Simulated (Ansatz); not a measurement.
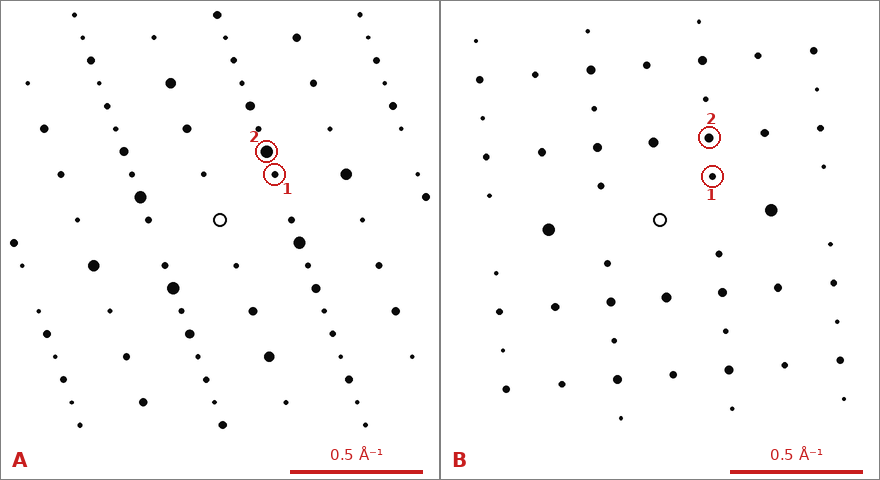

Kinematic electron diffraction patterns (200 kV, B = 0.5 Å², same scale) along [100] of the run's own cell, for the start and the end of one relaxation of SiSb2 with Ansatz 0.2.0, DFT r2SCAN, scalar-relativistic, plane waves, PAW. k mesh 8×8×6. The start is a generated model structure, and the relaxation ends in the nearest stationary point of its symmetry, not necessarily the ground state. Spot 1 is 0 -1 -1 and spot 2 is 0 -1 -2 in both.

Start structure:

```
Si Sb
1.0
     4.71470    0.00000    0.00000
     0.00000    4.71470    0.00000
     0.00000    0.00000    6.78735
Si Sb
2 4
Direct
  0.00000 0.00000 0.00000
  0.50000 0.50000 0.50000
  0.00000 0.50000 0.20300
  0.00000 0.50000 0.70300
  0.50000 0.00000 0.29700
  0.50000 0.00000 0.79700
```

> Which pattern belongs to the start structure, and which to the relaxed one?

B is the start: its cell gives d(1) = 3.872 Å, d(2) = 2.754 Å and an angle of 19.5°. A is the relaxed structure, with d(1) = 3.694 Å (-4.6 %), d(2) = 3.184 Å (+15.6 %) and 16.0°.

> Name reflections whose intensity changes strongly on relaxation.

0 0 2 goes from 42 to 2.7 % of the strongest spot; 0 2 2 goes from 19 to 1.4 % of the strongest spot; 0 1 2 goes from 27 to 100 % of the strongest spot.

> What did the relaxation do to the structure and the energy?

The volume changed by +11.2 % to 27.96 Å³ an atom; with the mean shift removed, the atoms moved by up to 0.52 Å relative to the cell (Sb most); the space group stayed P4_2/nmc (No. 137); the free energy fell by 250 meV an atom. Relaxed cell: a = 3.927 Å, b = 3.927 Å, c = 10.877 Å, α = 90.00°, β = 90.00°, γ = 90.00°.
